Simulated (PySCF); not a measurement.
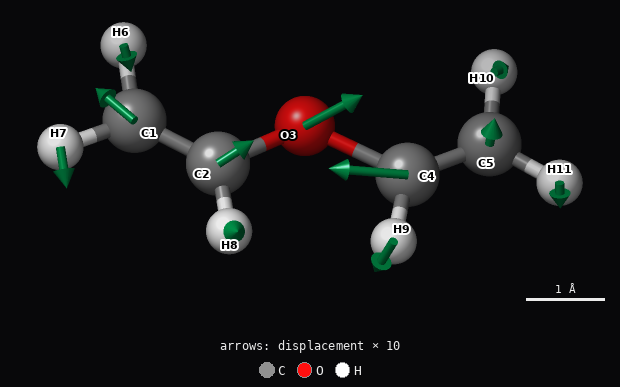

This is a relaxation of C4H6O. The starting structure is drawn; green arrows show the displacements, magnified 10 times. The two geometries are superimposed by the best rigid fit.

Style: ball-and-stick. Shown at a tilt.

The start comes from MMFF94s. Its atoms were then displaced at random by about 0.03 Å.

The calculation used PBE0-D3(BJ)/def2-SVP geometry optimisation, gas phase (PySCF 2.14.0, density-fitted response routines). 

Q: Describe the change and its energy.

A: The largest move after the best rigid fit is that of C4, 0.11 Å. Largest moves by element: C 0.11 Å, O 0.09 Å, H 0.07 Å. Near-neighbour distances that change, for instance: O3–C4 1.494 → 1.352 Å, C1–C2 1.233 → 1.331 Å, C1–H6 1.174 → 1.092 Å, C2–H8 1.048 → 1.098 Å. Among the angles between lasting bonds that change: H6–C1–H7 110.1° → 119.3°, O3–C4–H9 106.4° → 115.1°, C5–C4–H9 128.5° → 122.6°. Over 8 geometry steps the energy falls by 31.2 kcal/mol. The run took 21 s on 1 thread of Arm Neoverse V2, with other jobs on the host.
